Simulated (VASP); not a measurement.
Data:

```
Tc
1.0
    1.35757    -2.35138     0.00000
    1.35757     2.35138     0.00000
    0.00000     0.00000     4.35037
Tc
2
Direct
  0.33333   0.66667   0.25000
  0.66667   0.33333   0.75000
```

All values below come from AM05 GGA, VASP's PBE PAW potentials (set 64) (plane waves; VASP). Settings: 520 eV cut-off, 17×17×10 Γ-centred mesh, tetrahedra with Blöchl corrections, potentials Tc_pv.

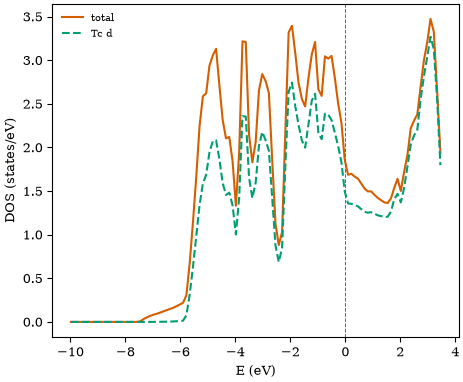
Total and projected density of states, zero at the Fermi level

Within 2 eV below the Fermi level the largest weight inside VASP's projection spheres is Tc d.

It has no gap at this level: it comes out as a metal or semimetal.

The compound is Tc in the hcp structure. It was relaxed first.
